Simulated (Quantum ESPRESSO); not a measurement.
# NbPb (Pm-3m): phonons by linear response, part 2 of 3

How does NbPb (Pm-3m) vibrate, and is this structure a minimum?

Quantum ESPRESSO 7.5; DFT LDA, scalar-relativistic, plane waves, PseudoDojo norm-conserving pseudopotentials.

So far. Step 2 (A probe with smearing): No gap opens on this mesh, so smearing is kept; the start stands at -15 GPa. Step 4 (Ground state): The cell stands at -0.024 GPa, close enough for phonons. The relaxed cell has a = 3.421 Å (conventional setting).

The structure was built from a prototype and need not be the compound's stable phase.

## 5. Linear response on the mesh

Linear response treats each wavevector in the unit cell, with no supercell; the 2×2×2 mesh fixes the range of the force constants to be had.

ph.in

```
phonons
&INPUTPH
  prefix       = 'x'
  outdir       = './tmp'
  fildyn       = 'x.dyn'
  tr2_ph       = 1.0d-18
  alpha_mix(1) = 0.4
  nmix_ph      = 8
  ldisp        = .true.
  nq1          = 2
  nq2          = 2
  nq3          = 2
/
```

The run is started by

```
> OMP_NUM_THREADS=1 mpirun -n 4 ph.x -nk 4 -in ph.in > ph.out
```

Output:

```text
[banners, grids, parts of the stress and lines that vanish by symmetry left out]
[banner, memory and clock lines left out]
Program PHONON v.7.5

     ./tmp/x.save/

     IMPORTANT: XC functional enforced from input :
     Exchange-correlation= PW
                           (   1   4   0   0   0   0   0)
     Any further DFT definition will be discarded
     Please, verify this is what you really want

     G-vector sticks info

     Reading collected, re-writing distributed wavefunctions in ./tmp/

     Dynamical matrices for ( 2, 2, 2)  uniform grid of q-points
     (   4 q-points):
       N         xq(1)         xq(2)         xq(3)
       1   0.000000000   0.000000000   0.000000000
       2   0.000000000   0.000000000  -0.500000000
       3   0.000000000  -0.500000000  -0.500000000
       4  -0.500000000  -0.500000000  -0.500000000

     Number and degeneracy of irreps per q-point
       N         xq(1)         xq(2)         xq(3)   N irreps
       1   0.000000000   0.000000000   0.000000000       2
        3   3
       2   0.000000000   0.000000000  -0.500000000       4
        1   2   1   2
       3   0.000000000  -0.500000000  -0.500000000       4
        1   1   2   2
       4  -0.500000000  -0.500000000  -0.500000000       2
        3   3

     Calculation of q =    0.0000000   0.0000000   0.0000000

     phonons

     bravais-lattice index     =            1
     lattice parameter (alat)  =       6.4646  a.u.
     unit-cell volume          =     270.1651 (a.u.)^3
     number of atoms/cell      =            2
     number of atomic types    =            2
     kinetic-energy cut-off    =      82.0000  Ry
     charge density cut-off    =     328.0000  Ry
     convergence threshold     =      1.0E-18
     beta                      =       0.4000
     number of iterations used =            8
     Exchange-correlation= PW
                           (   1   4   0   0   0   0   0)

     celldm(1)=    6.46462  celldm(2)=    0.00000  celldm(3)=    0.00000
     celldm(4)=    0.00000  celldm(5)=    0.00000  celldm(6)=    0.00000

     crystal axes: (cart. coord. in units of alat)
               a(1) = (  1.0000  0.0000  0.0000 )
               a(2) = (  0.0000  1.0000  0.0000 )
               a(3) = (  0.0000  0.0000  1.0000 )

     reciprocal axes: (cart. coord. in units 2 pi/alat)
               b(1) = (  1.0000  0.0000  0.0000 )
               b(2) = (  0.0000  1.0000  0.0000 )
               b(3) = (  0.0000  0.0000  1.0000 )

     Atoms inside the unit cell:

     Cartesian axes

     site n.  atom      mass           positions (alat units)
        1  Nb     92.9064   tau(    1) = (    0.00000    0.00000    0.00000  )
        2  Pb    207.2000   tau(    2) = (    0.50000    0.50000    0.50000  )

     Computing dynamical matrix for
                    q = (   0.0000000   0.0000000   0.0000000 )

     49 Sym.Ops. (with q -> -q+G )

     G cutoff =  347.2164  (  27201 G-vectors)     FFT grid: ( 40, 40, 40)

     number of k points=    35  Methfessel-Paxton smearing, width (Ry)=  0.0200

     PseudoPot. # 1 for Nb read from file:
     ./pseudo/Nb.upf
     Pseudo is Norm-conserving + core correction, Zval = 13.0
     Using radial grid of 1640 points,  6 beta functions with:
                l(1) =   0
                l(2) =   0
                l(3) =   1
                l(4) =   1
                l(5) =   2
                l(6) =   2

     PseudoPot. # 2 for Pb read from file:
     ./pseudo/Pb.upf
     Pseudo is Norm-conserving + core correction, Zval = 14.0
     Using radial grid of 1638 points,  6 beta functions with:
                l(1) =   0
                l(2) =   0
                l(3) =   1
                l(4) =   1
                l(5) =   2
                l(6) =   2

     Mode symmetry, O_h (m-3m)  point group:

     Atomic displacements:
     There are    2 irreducible representations

     Representation     1      3 modes -  To be done

     Representation     2      3 modes -  To be done

     Alpha used in Ewald sum =   2.8000

     Representation #   1 modes #   1   2   3

     Self-consistent Calculation
      iter #   1   av.it.:   7.6
      thresh= 1.000E-02 alpha_mix =  0.400 |ddv_scf|^2 =  3.047E-06
      iter #   2   av.it.:  12.0
      thresh= 1.746E-04 alpha_mix =  0.400 |ddv_scf|^2 =  2.168E-08
      iter #   3   av.it.:  12.4
      thresh= 1.472E-05 alpha_mix =  0.400 |ddv_scf|^2 =  2.910E-09
      iter #   4   av.it.:  12.7
      thresh= 5.395E-06 alpha_mix =  0.400 |ddv_scf|^2 =  1.397E-10
      iter #   5   av.it.:  12.7
      thresh= 1.182E-06 alpha_mix =  0.400 |ddv_scf|^2 =  2.115E-12
      iter #   6   av.it.:  12.7
      thresh= 1.454E-07 alpha_mix =  0.400 |ddv_scf|^2 =  5.160E-14
      iter #   7   av.it.:  12.6
      thresh= 2.271E-08 alpha_mix =  0.400 |ddv_scf|^2 =  7.662E-15
      iter #   8   av.it.:  13.2
      thresh= 8.753E-09 alpha_mix =  0.400 |ddv_scf|^2 =  5.689E-17
      iter #   9   av.it.:  13.1
      thresh= 7.543E-10 alpha_mix =  0.400 |ddv_scf|^2 =  3.767E-19

     End of self-consistent calculation

     Convergence has been achieved

     Representation #   2 modes #   4   5   6

     Self-consistent Calculation
      iter #   1   av.it.:   7.3
      thresh= 1.000E-02 alpha_mix =  0.400 |ddv_scf|^2 =  2.254E-06
      iter #   2   av.it.:  12.1
      thresh= 1.501E-04 alpha_mix =  0.400 |ddv_scf|^2 =  6.637E-08
      iter #   3   av.it.:  12.2
      thresh= 2.576E-05 alpha_mix =  0.400 |ddv_scf|^2 =  3.567E-09
      iter #   4   av.it.:  12.6
      thresh= 5.973E-06 alpha_mix =  0.400 |ddv_scf|^2 =  2.829E-10
      iter #   5   av.it.:  13.0
      thresh= 1.682E-06 alpha_mix =  0.400 |ddv_scf|^2 =  2.994E-12
[...]
End of self-consistent calculation

     Convergence has been achieved

     Number of q in the star =    1
     List of q in the star:
          1   0.000000000   0.000000000   0.000000000

     Diagonalizing the dynamical matrix

     q = (    0.000000000   0.000000000   0.000000000 )

 **************************************************************************
     freq (    1) =      -0.043558 [THz] =      -1.452932 [cm-1]
     freq (    2) =      -0.043558 [THz] =      -1.452932 [cm-1]
     freq (    3) =      -0.043558 [THz] =      -1.452932 [cm-1]
     freq (    4) =       5.282359 [THz] =     176.200540 [cm-1]
     freq (    5) =       5.282359 [THz] =     176.200540 [cm-1]
     freq (    6) =       5.282359 [THz] =     176.200540 [cm-1]
 **************************************************************************

     Mode symmetry, O_h (m-3m)  point group:

     freq (   1-   3) =         -1.5  [cm-1]   --> T_1u G_15  G_4- I
     freq (   4-   6) =        176.2  [cm-1]   --> T_1u G_15  G_4- I

     Calculation of q =    0.0000000   0.0000000  -0.5000000
     [... set-up and bands at k+q left out ...]

     Mode symmetry, D_4h(4/mmm) point group:

     Atomic displacements:
     There are    4 irreducible representations

     Representation     1      1 modes -  To be done

     Representation     2      2 modes -  To be done

     Representation     3      1 modes -  To be done

     Representation     4      2 modes -  To be done

     Message from routine init_vloc:
     Interpolation table for Vloc re-allocated

     Alpha used in Ewald sum =   2.8000

     Representation #   1 mode #   1

     Self-consistent Calculation

[...]
End of self-consistent calculation

     Convergence has been achieved

     Representation #   2 modes #   2   3

     Self-consistent Calculation

[...]
End of self-consistent calculation

     Convergence has been achieved

     Representation #   3 mode #   4

     Self-consistent Calculation

[...]
End of self-consistent calculation

     Convergence has been achieved

     Representation #   4 modes #   5   6

     Self-consistent Calculation

[...]
End of self-consistent calculation

     Convergence has been achieved

     Number of q in the star =    3
     List of q in the star:
          1   0.000000000   0.000000000  -0.500000000
          2   0.000000000  -0.500000000   0.000000000
          3  -0.500000000   0.000000000   0.000000000

     Diagonalizing the dynamical matrix

     q = (    0.000000000   0.000000000  -0.500000000 )

 **************************************************************************
     freq (    1) =       2.042250 [THz] =      68.122117 [cm-1]
     freq (    2) =       2.694095 [THz] =      89.865352 [cm-1]
     freq (    3) =       2.694095 [THz] =      89.865352 [cm-1]
     freq (    4) =       2.920091 [THz] =      97.403741 [cm-1]
     freq (    5) =       2.920091 [THz] =      97.403741 [cm-1]
     freq (    6) =       3.782188 [THz] =     126.160201 [cm-1]
 **************************************************************************

     Mode symmetry, D_4h(4/mmm) point group:

     freq (   1-   1) =         68.1  [cm-1]   --> A_2u X_4' M_4'
     freq (   2-   3) =         89.9  [cm-1]   --> E_u  X_5' M_5'
     freq (   4-   5) =         97.4  [cm-1]   --> E_g  X_5  M_5
     freq (   6-   6) =        126.2  [cm-1]   --> A_1g X_1  M_1

     Calculation of q =    0.0000000  -0.5000000  -0.5000000
     [... set-up and bands at k+q left out ...]

     Mode symmetry, D_4h(4/mmm) point group:

     Atomic displacements:
     There are    4 irreducible representations

     Representation     1      1 modes -  To be done

     Representation     2      1 modes -  To be done

     Representation     3      2 modes -  To be done

     Representation     4      2 modes -  To be done

     Alpha used in Ewald sum =   2.8000

     Representation #   1 mode #   1

     Self-consistent Calculation

[...]
End of self-consistent calculation

     Convergence has been achieved

     Representation #   2 mode #   2

     Self-consistent Calculation

[...]
End of self-consistent calculation

     Convergence has been achieved

     Representation #   3 modes #   3   4

     Self-consistent Calculation

[...]
End of self-consistent calculation

     Convergence has been achieved

     Representation #   4 modes #   5   6

     Self-consistent Calculation

[...]
End of self-consistent calculation

     Convergence has been achieved

     Number of q in the star =    3
     List of q in the star:
          1   0.000000000  -0.500000000  -0.500000000
          2  -0.500000000  -0.500000000   0.000000000
          3  -0.500000000   0.000000000  -0.500000000

     Diagonalizing the dynamical matrix

     q = (    0.000000000  -0.500000000  -0.500000000 )

 **************************************************************************
     freq (    1) =       0.963767 [THz] =      32.147797 [cm-1]
     freq (    2) =       0.963767 [THz] =      32.147797 [cm-1]
     freq (    3) =       2.683947 [THz] =      89.526837 [cm-1]
     freq (    4) =       4.319573 [THz] =     144.085436 [cm-1]
     freq (    5) =       4.738834 [THz] =     158.070487 [cm-1]
     freq (    6) =       4.738834 [THz] =     158.070487 [cm-1]
 **************************************************************************

     Mode symmetry, D_4h(4/mmm) point group:

     freq (   1-   2) =         32.1  [cm-1]   --> E_u  X_5' M_5'
     freq (   3-   3) =         89.5  [cm-1]   --> B_1u X_2' M_2'
     freq (   4-   4) =        144.1  [cm-1]   --> A_2u X_4' M_4'
     freq (   5-   6) =        158.1  [cm-1]   --> E_u  X_5' M_5'

     Calculation of q =   -0.5000000  -0.5000000  -0.5000000
     [... set-up and bands at k+q left out ...]

     Mode symmetry, O_h (m-3m)  point group:

     Atomic displacements:
     There are    2 irreducible representations

     Representation     1      3 modes -  To be done

     Representation     2      3 modes -  To be done

     Alpha used in Ewald sum =   2.8000

     Representation #   1 modes #   1   2   3

     Self-consistent Calculation

[...]
End of self-consistent calculation

     Convergence has been achieved

     Representation #   2 modes #   4   5   6

     Self-consistent Calculation

[...]
iter #   3   av.it.:  11.8
      thresh= 1.935E-05 alpha_mix =  0.400 |ddv_scf|^2 =  4.697E-09

      iter #   4   av.it.:  12.5
      thresh= 6.853E-06 alpha_mix =  0.400 |ddv_scf|^2 =  5.305E-11

      iter #   5   av.it.:  12.9
      thresh= 7.283E-07 alpha_mix =  0.400 |ddv_scf|^2 =  6.534E-13

      iter #   6   av.it.:  12.5
      thresh= 8.083E-08 alpha_mix =  0.400 |ddv_scf|^2 =  1.129E-13

      iter #   7   av.it.:  13.0
      thresh= 3.359E-08 alpha_mix =  0.400 |ddv_scf|^2 =  1.310E-15

      iter #   8   av.it.:  13.3
      thresh= 3.620E-09 alpha_mix =  0.400 |ddv_scf|^2 =  2.923E-18

      iter #   9   av.it.:  12.7
      thresh= 1.710E-10 alpha_mix =  0.400 |ddv_scf|^2 =  7.386E-19

     End of self-consistent calculation

     Convergence has been achieved

     Number of q in the star =    1
     List of q in the star:
          1  -0.500000000  -0.500000000  -0.500000000

     Diagonalizing the dynamical matrix

     q = (   -0.500000000  -0.500000000  -0.500000000 )

 **************************************************************************
     freq (    1) =       1.133161 [THz] =      37.798187 [cm-1]
     freq (    2) =       1.133161 [THz] =      37.798187 [cm-1]
     freq (    3) =       1.133161 [THz] =      37.798187 [cm-1]
     freq (    4) =       3.650154 [THz] =     121.756038 [cm-1]
     freq (    5) =       3.650154 [THz] =     121.756038 [cm-1]
     freq (    6) =       3.650154 [THz] =     121.756038 [cm-1]
 **************************************************************************

     Mode symmetry, O_h (m-3m)  point group:

     freq (   1-   3) =         37.8  [cm-1]   --> T_1u G_15  G_4-
     freq (   4-   6) =        121.8  [cm-1]   --> T_2g G_25' G_5+


[key lines of the parts left out:]
the Fermi energy is    17.0961 ev
```

It took 15 min on 4 MPI ranks of Arm Neoverse V1, shared host.

Read from the output:

- largest acoustic frequency at the zone centre before the sum rule: -1.45 cm⁻¹
- highest optical zone-centre mode (no LO-TO term): 176.2 cm⁻¹
- lowest optical zone-centre mode: 176.2 cm⁻¹
- lowest mode on the q mesh (acoustic ones at the zone centre apart): 32.15 cm⁻¹

Frequencies (cm⁻¹) at each irreducible wavevector; negative means imaginary. Frequencies by wavevector:

```tsv
q (fractions)	star	mode 1	mode 2	mode 3	mode 4	mode 5	mode 6
0 0 0	1	-1.45	-1.45	-1.45	176.2	176.2	176.2
0 0 -0.5	3	68.12	89.87	89.87	97.4	97.4	126.2
0 -0.5 -0.5	3	32.15	32.15	89.53	144.1	158.1	158.1
-0.5 -0.5 -0.5	1	37.8	37.8	37.8	121.8	121.8	121.8
```

The acoustic modes at Γ come out as far as 1.4 cm⁻¹ from zero, where they should vanish, a small numerical error.

## 6. Force constants in real space

The dynamical matrices of the mesh are Fourier-transformed to force constants in real space.

q2r.in

```
&INPUT
  fildyn = 'x.dyn'
  zasr   = 'simple'
  flfrc  = 'x.fc'
/
```

The run is started by

```
> q2r.x < q2r.in > q2r.out
```

Output:

```text
[banners, grids, parts of the stress and lines that vanish by symmetry left out]
[banner, memory and clock lines left out]
Program Q2R v.7.5

  reading grid info from file x.dyn0

  reading force constants from file x.dyn1
  Dielectric Tensor not found
  nqs=            1
 q=   0.00000000  0.00000000  0.00000000
  reading force constants from file x.dyn2
  nqs=            3
 q=   0.00000000  0.00000000 -0.50000000
[...]
reading force constants from file x.dyn3
  nqs=            3
[...]
q=  -0.50000000  0.00000000 -0.50000000
  reading force constants from file x.dyn4
  nqs=            1
 q=  -0.50000000 -0.50000000 -0.50000000

      q-space grid ok, #points =    8

      fft-check success (sum of imaginary terms < 10^-12)
```

Run time: 0.45 s. Hardware: 1 thread.

## 7. Dispersion

From the force constants any wavevector is cheap; points of the mesh come back as solved, but for the sum rule and, in polar crystals, the LO-TO term at Γ; the rest is interpolation.

matdyn.in

```
&INPUT
  asr              = 'simple'
  flfrc            = 'x.fc'
  flfrq            = 'x.freq'
  flvec            = 'x.modes'
  q_in_band_form   = .true.
  q_in_cryst_coord = .true.
/
8
  0.0000000   0.0000000   0.0000000  12  ! GAMMA
  0.0000000   0.5000000   0.0000000  12  ! X
  0.5000000   0.5000000   0.0000000  12  ! M
  0.0000000   0.0000000   0.0000000  12  ! GAMMA
  0.5000000   0.5000000   0.5000000  12  ! R
  0.0000000   0.5000000   0.0000000   1  ! X
  0.5000000   0.5000000   0.5000000  12  ! R
  0.5000000   0.5000000   0.0000000   1  ! M
```

The run is started by

```
> matdyn.x -in matdyn.in > matdyn.out
```

Output:

```text
[banner, memory and clock lines left out]
Program MATDYN v.7.5

 mass for atomic type   1 not given; uses mass from file x.fc
 mass for atomic type   2 not given; uses mass from file x.fc
     Message from routine matdyn:
     Z* not found in file x.fc, TO-LO splitting at q=0 will be absent!
     Message from routine matdyn:
     Z* not found in file x.fc, TO-LO splitting at q=0 will be absent!

Note: The following floating-point exceptions are signalling: IEEE_UNDERFLOW_FLAG
```

It took 0.46 s on 1 thread.

Read from the output:

```yaml
lowest_frequency_on_the_path: -34.69 cm⁻¹
```

Matdyn.x, sum rule simple. The phonon branches at the labelled points (cm⁻¹):

```tsv
point	branch 1	branch 2	branch 3	branch 4	branch 5	branch 6
Γ	0	0	0	176	176	176
X	68	90	90	97	97	126
M	32	32	90	144	158	158
Γ	0	0	0	176	176	176
R	38	38	38	122	122	122
X	68	90	90	97	97	126
jump to R	38	38	38	122	122	122
M	32	32	90	144	158	158
```

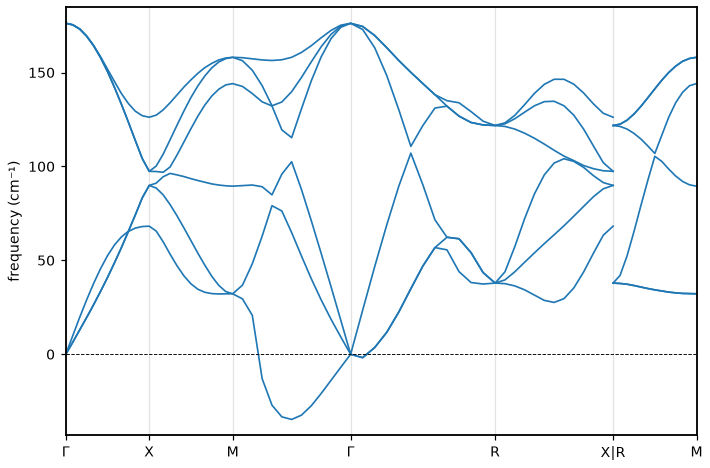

Phonon branches along the path.

Lowest modes at the softest wavevector of the mesh; phase exp(i q.(R + tau)). Modes at q = (0.500, 0.000, 0.500), with each element's share of the kinetic energy:

```tsv
mode	frequency (cm⁻¹)	Nb %	Pb %
1	32.1	58	42
2	32.1	58	42
3	89.5	0	100
4	144.1	100	0
5	158.1	42	58
6	158.1	42	58
```

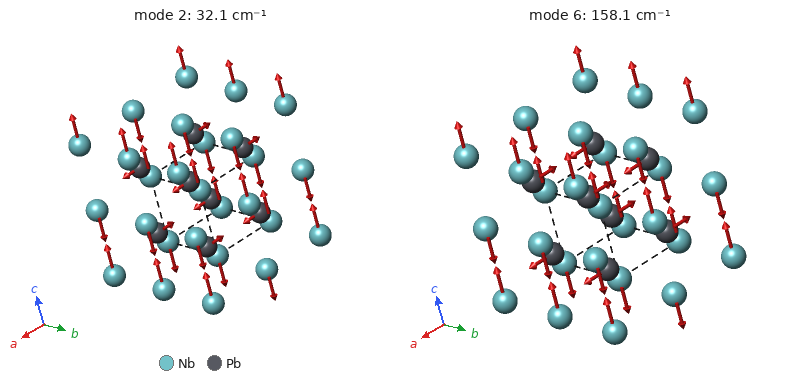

Displacement patterns of modes 2 and 6 at q = (0.500, 0.000, 0.500); arrows are exaggerated. 2×2×2 cells are drawn. Some periodic images of atoms are drawn too.

Force constants by pair (phonopy on the run's constants); pairs near half the supercell's span include their periodic images. Pair force constants, by row:

```tsv
atom	neighbour	distance (Å)	third of the trace (eV/Å²)	along the pair's line (eV/Å²)
Nb1	itself	0	3.703	–
Nb1	Pb	2.963	-0.9155	-2.425
Nb1	Nb	3.421	0.5377	1.281
Nb1	Nb	4.838	0.0678	-0.1083
Nb1	Nb	5.925	1.805	1.805
Pb2	itself	0	9.248	–
Pb2	Nb	2.963	-0.9155	-2.425
Pb2	Pb	3.421	-0.5878	-2.276
Pb2	Pb	4.838	0.0206	0.0481
Pb2	Pb	5.925	-0.2224	-0.2224
```

Mode patterns, pair constants, displacements and means over the zone were worked out by phonopy from the force constants of q2r.x.

The path dips to 35i cm⁻¹ between the solved wavevectors, whose modes are all real, so the dip may come from the interpolation.

## 8. Density of states

Sums over the zone need many more wavevectors than were solved, so the interpolation is sampled on a dense mesh.

matdyn.in

```
&INPUT
  asr    = 'simple'
  flfrc  = 'x.fc'
  dos    = .true.
  fldos  = 'x.dos'
  nk1    = 13
  nk2    = 13
  nk3    = 13
  deltaE = 0.3
/
```

The run is started by

```
> matdyn.x -in matdyn.in > matdyn.out
```

Output:

```text
[banner, memory and clock lines left out]
Program MATDYN v.7.5

 mass for atomic type   1 not given; uses mass from file x.fc
 mass for atomic type   2 not given; uses mass from file x.fc
     Message from routine matdyn:
     Z* not found in file x.fc, TO-LO splitting at q=0 will be absent!

Note: The following floating-point exceptions are signalling: IEEE_UNDERFLOW_FLAG
```

Elapsed: 4.4 s, on 1 thread.

Read from the output:

* share of modes beyond 3i cm⁻¹ on the dense interpolated mesh: 0.0344

The phonon density of states has structure finer than the step of the table below, so its rows give means over 10 cm⁻¹, whole bins alone (the curve runs from -34.0 to 176 cm⁻¹). Peaks (cm⁻¹: height): total 29.6: 0.0515, 36.8: 0.0435, 92.0: 0.0813, 124.4: 0.0586, 135.2: 0.0925, 147.2: 0.0811; Nb 29.6: 0.0307, 36.8: 0.0307, 93.2: 0.0291, 124.4: 0.0311, 135.2: 0.0418, 147.2: 0.0335; Pb 29.6: 0.0209, 92.0: 0.0528, 114.8: 0.0370, 135.2: 0.0507, 147.2: 0.0476.

Tetrahedra. Table of phonon density of states by wavenumber; means over each step; values in 1/cm⁻¹/cell:

```tsv
wavenumber (cm⁻¹)	total	Nb	Pb
-20	0.00708	0.00357	0.00351
-10	0.00817	0.00401	0.00416
0	0.00806	0.00412	0.00395
10	0.00954	0.00502	0.00453
20	0.0131	0.00709	0.00600
30	0.0356	0.0212	0.0144
40	0.0290	0.0186	0.0104
50	0.0248	0.0149	0.00994
60	0.0269	0.0153	0.0115
70	0.0308	0.0168	0.0140
80	0.0232	0.0140	0.00922
90	0.0526	0.0231	0.0295
100	0.0265	0.0117	0.0149
110	0.0236	0.00952	0.0141
120	0.0540	0.0242	0.0297
130	0.0543	0.0275	0.0268
140	0.0650	0.0284	0.0366
150	0.0712	0.0308	0.0405
160	0.0244	0.0129	0.0115
170	0.00614	0.00399	0.00215
```

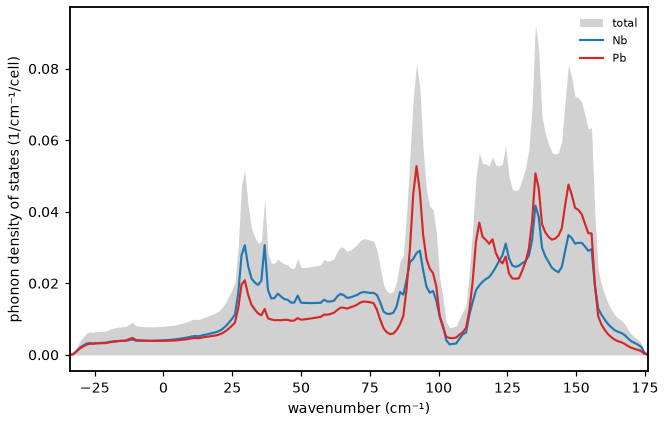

Phonon density of states, plotted against wavenumber.

(Continued in part 3 of 3.)

[Host names and launcher messages were left out of these logs when they were recorded.]

[Logs are printed without paths, hosts, clocks, repeated set-up lines and the standing remarks that a program may print on its own settings, such as how far it seeks lower states.]

[Hosts, paths, dates, database ids (printed as entryN), source tags and the programs' standing remarks are cut or masked in the printed files.]
